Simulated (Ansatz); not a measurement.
**CH5FSSn: rigid scan of one bond length**

How does the energy of CH5FSSn change as one bond is stretched? Aim: a rigid scan of one bond length, for CH5FSSn, run from a script.

All numbers are computed with Ansatz 0.2.0 through its Python package. Level of theory: PBE0/def2-SVP.

## (1) Starting point

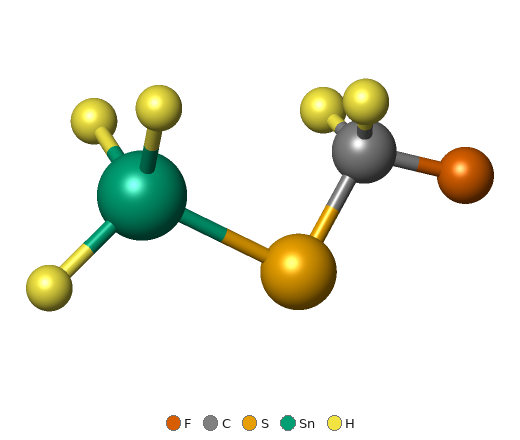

The starting structure, viewed from a chosen angle; fluorine orange, carbon grey, sulfur amber, tin teal, hydrogen yellow.

Input file ch5fssn.xyz:

```xyz
9

F     1.89490    2.05590   -0.73400
C     0.79580    1.25900   -0.41740
S     1.41760   -0.39570   -0.07630
Sn   -0.66480   -1.30170    0.40750
H     0.09230    1.20760   -1.28650
H     0.28100    1.67860    0.47790
H    -1.72840   -1.14050   -1.00020
H    -0.54910   -2.98880    0.82190
H    -1.45070   -0.42050    1.79000
```

## (2) Script

Contents of run_scan.py:

```python
"""Potential curve of CH5FSSn along one bond."""

import ansatz as az
import matplotlib.pyplot as plt
import numpy as np

ch5fssn = az.Crystal.molecule_from_extxyz("ch5fssn.xyz")

symbols = [site.symbol for site in ch5fssn.cartesian_sites]
start = np.array([site.position_ang for site in ch5fssn.cartesian_sites])
axis = (start[3] - start[2]) / np.linalg.norm(start[3] - start[2])
moving = [3, 6, 7, 8]
lengths, energies = [1.97, 2.14, 2.32, 2.55, 2.9, 3.48, 4.18, 5.11], []
for length in lengths:
    xyz = start.copy()
    xyz[moving] += (length - np.linalg.norm(start[3] - start[2])) * axis
    point = az.Crystal.molecule()
    for symbol, place in zip(symbols, xyz):
        point = point.atom(symbol, place.tolist())
    setup = point.calculation()
    setup = setup.basis(gaussian="def2-SVP")
    setup = setup.functional("pbe0")
    setup = setup.spin("collinear")
    rep = setup.run(threads=1).report
    energies.append(rep["free_energy_ev"])
    print(f"r = {length:6.3f} A  E = {energies[-1]:.5f} eV  <S^2> = {abs(rep['mean_field']['state']['spin_squared']):.3f}")

print("energy above the lowest point (eV):", [round(e - min(energies), 3) for e in energies])
plt.figure(figsize=(4.5, 3))
plt.plot(lengths, np.array(energies) - min(energies), "o-")
plt.xlabel("bond length (A)")
plt.ylabel("E - E(min) (eV)")
plt.tight_layout()
plt.savefig("scan.png", dpi=100)
```

## (3) The input behind the calls

The package turns the script's settings into the engine's input (first run):

```yaml
crystal:
  periodic: [false, false, false]
  atoms:
    - { symbol: F, position_ang: [1.8949, 2.0559, -0.734] }
    - { symbol: C, position_ang: [0.7958, 1.259, -0.4174] }
    - { symbol: S, position_ang: [1.4176, -0.3957, -0.0763] }
    - { symbol: Sn, position_ang: [-0.349186642075749, -1.1643845455823227, 0.33417415359020713] }
    - { symbol: H, position_ang: [0.0923, 1.2076, -1.2865] }
    - { symbol: H, position_ang: [0.281, 1.6786, 0.4779] }
    - { symbol: H, position_ang: [-1.412786642075749, -1.0031845455823227, -1.0735258464097928] }
    - { symbol: H, position_ang: [-0.2334866420757491, -2.8514845455823226, 0.7485741535902071] }
    - { symbol: H, position_ang: [-1.1350866420757493, -0.2831845455823226, 1.7166741535902073] }
basis:
  gaussian:
    orbitals: def2-SVP
hamiltonian:
  xc: pbe0
magnetization:
  spin_polarized: true
```

## (4) The run

Run with:

```console
$ python run_scan.py
```

What it wrote:

```text
r =  1.970 A  E = -20485.15714 eV  <S^2> = 0.000
r =  2.140 A  E = -20486.78870 eV  <S^2> = 0.000
r =  2.320 A  E = -20487.41636 eV  <S^2> = 0.000
r =  2.550 A  E = -20487.39937 eV  <S^2> = 0.000
r =  2.900 A  E = -20486.70969 eV  <S^2> = 0.000
r =  3.480 A  E = -20485.39137 eV  <S^2> = 0.103
r =  4.180 A  E = -20484.79140 eV  <S^2> = 0.999
r =  5.110 A  E = -20484.76666 eV  <S^2> = 1.005
energy above the lowest point (eV): [2.259, 0.628, 0.0, 0.017, 0.707, 2.025, 2.625, 2.65]
```

Wall time 1.7 min (1 thread of Arm Neoverse V2, shared host); peak memory 0.43 GiB.

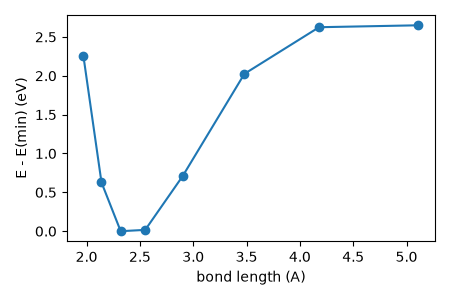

scan.png, as the script drew it.

## (5) What changed from run to run

The engine's inputs for some of the other runs:

Run 3, against run 1:

```diff
@@ -7 +7 @@
-    - { symbol: Sn, position_ang: [-0.349186642075749, -1.1643845455823227, 0.33417415359020713] }
+    - { symbol: Sn, position_ang: [-0.6630827459978363, -1.300952865863446, 0.40710103366968553] }
@@ -10,3 +10,3 @@
-    - { symbol: H, position_ang: [-1.412786642075749, -1.0031845455823227, -1.0735258464097928] }
-    - { symbol: H, position_ang: [-0.2334866420757491, -2.8514845455823226, 0.7485741535902071] }
-    - { symbol: H, position_ang: [-1.1350866420757493, -0.2831845455823226, 1.7166741535902073] }
+    - { symbol: H, position_ang: [-1.7266827459978362, -1.139752865863446, -1.0005989663303143] }
+    - { symbol: H, position_ang: [-0.5473827459978364, -2.988052865863446, 0.8215010336696855] }
+    - { symbol: H, position_ang: [-1.4489827459978364, -0.4197528658634459, 1.7896010336696857] }
```

Run 4, against run 1:

```diff
@@ -7 +7 @@
-    - { symbol: Sn, position_ang: [-0.349186642075749, -1.1643845455823227, 0.33417415359020713] }
+    - { symbol: Sn, position_ang: [-0.869357328575208, -1.3906977620481842, 0.4550244120076285] }
@@ -10,3 +10,3 @@
-    - { symbol: H, position_ang: [-1.412786642075749, -1.0031845455823227, -1.0735258464097928] }
-    - { symbol: H, position_ang: [-0.2334866420757491, -2.8514845455823226, 0.7485741535902071] }
-    - { symbol: H, position_ang: [-1.1350866420757493, -0.2831845455823226, 1.7166741535902073] }
+    - { symbol: H, position_ang: [-1.932957328575208, -1.2294977620481842, -0.9526755879923714] }
+    - { symbol: H, position_ang: [-0.7536573285752081, -3.077797762048184, 0.8694244120076285] }
+    - { symbol: H, position_ang: [-1.6552573285752081, -0.5094977620481841, 1.8375244120076286] }
```

Run 7, against run 1:

```diff
@@ -7 +7 @@
-    - { symbol: Sn, position_ang: [-0.349186642075749, -1.1643845455823227, 0.33417415359020713] }
+    - { symbol: Sn, position_ang: [-2.331216326840929, -2.0267159393574157, 0.7946553106634853] }
@@ -10,3 +10,3 @@
-    - { symbol: H, position_ang: [-1.412786642075749, -1.0031845455823227, -1.0735258464097928] }
-    - { symbol: H, position_ang: [-0.2334866420757491, -2.8514845455823226, 0.7485741535902071] }
-    - { symbol: H, position_ang: [-1.1350866420757493, -0.2831845455823226, 1.7166741535902073] }
+    - { symbol: H, position_ang: [-3.394816326840929, -1.8655159393574157, -0.6130446893365147] }
+    - { symbol: H, position_ang: [-2.215516326840929, -3.7138159393574153, 1.2090553106634851] }
+    - { symbol: H, position_ang: [-3.117116326840929, -1.1455159393574155, 2.177155310663485] }
```

## (6) Run by run

From the records of these 8 runs:

| run | distance (Å) | energy from run 3 (eV) | <S²> | SCF cycles | CPU time (s) |
| --- | --- | --- | --- | --- | --- |
| 1 | 1.97 | 2.2592 | 0.00 | 16 | 5.3 |
| 2 | 2.14 | 0.6277 | 0.00 | 15 | 5.2 |
| 3 | 2.32 | 0.0000 | 0.00 | 16 | 5.2 |
| 4 | 2.55 | 0.0170 | 0.00 | 16 | 5.1 |
| 5 | 2.90 | 0.7067 | 0.00 | 16 | 5.1 |
| 6 | 3.48 | 2.0250 | 0.10 | 51 | 18 |
| 7 | 4.18 | 2.6250 | 1.00 | 133 | 36 |
| 8 | 5.11 | 2.6497 | 1.00 | 79 | 20 |

## (7) Summary of results

```
                  quantity     value
             runs compared         8
           range of energy  2.650 eV
lowest point, distance (Å)      2.32
```

The lowest point, at 2.32, lies inside the range. The ends stand 2.26 and 2.65 eV above it. The distance scanned is the script's pair 2, 3. <S²> moves from 0.00 to 1.00: along the scan the mean field breaks spin symmetry. In CPU time, run 7 (distance 4.18) cost about 7.1 times as much as run 4 (distance 2.55). Caveats:
- The rest of the molecule is held rigid at a force-field or estimated start geometry, and the basis set is modest; single-reference methods fail as a bond breaks.
- def2 sets replace the cores of elements past krypton by effective core potentials.
